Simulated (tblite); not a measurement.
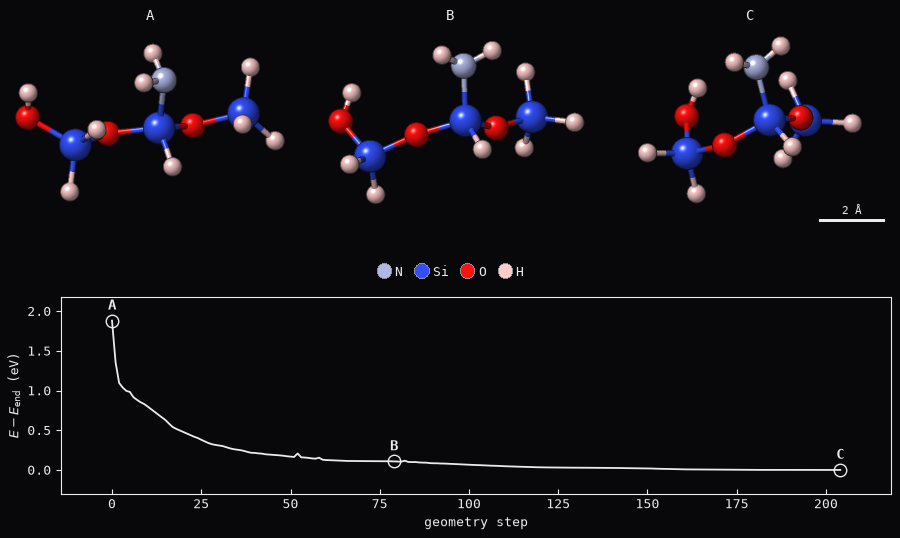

Frames of a relaxation of Si₃NH₉O₃, marked on the history of the run. The picture is a ball-and-stick view, seen at a tilt.

Computed with GFN2-xTB geometry optimisation, gas phase (tblite 0.8.0). 

What happens along the run?

After 204 geometry steps the energy has fallen by 1.880 eV. The largest move after the best rigid fit is that of an H atom, 2.93 Å. Largest moves by element: H 2.93 Å, O 2.31 Å, Si 1.64 Å, N 1.04 Å. Some distances before and after: Si–Si 2.744 → 3.115 Å, Si–Si 2.742 → 3.080 Å, O–Si 1.719 → 1.621 Å, O–Si 1.705 → 1.613 Å. Bond angles that change, for instance: Si–O–Si 106.4° → 148.5°, Si–O–Si 106.5° → 144.1°, Si–O–H 105.0° → 119.9°. Groups turn about O–Si by about 175°, O–Si by about 165°, O–Si by about 155°. Cost: 1.9 s on 1 thread of Intel(R) Xeon(R) Platinum 8375C CPU @ 2.90GHz, on a shared host. From step 0 to 79: H atoms move most (1.82 Å), energy −1.772 eV. From step 79 to 204: an O atom moves most (1.57 Å), energy −0.108 eV.

```tsv
step	E − E(0), eV
0	0.0000
1	-0.5249
2	-0.7855
3	-0.8426
4	-0.8843
5	-0.8979
6	-0.9640
7	-0.9980
8	-1.0272
9	-1.0501
10	-1.0822
20	-1.4015
30	-1.5723
41	-1.6718
51	-1.7166
61	-1.7577
71	-1.7692
81	-1.7765
92	-1.7991
102	-1.8181
112	-1.8364
122	-1.8488
133	-1.8529
143	-1.8567
153	-1.8653
163	-1.8744
173	-1.8781
184	-1.8796
194	-1.8800
204	-1.8803
```
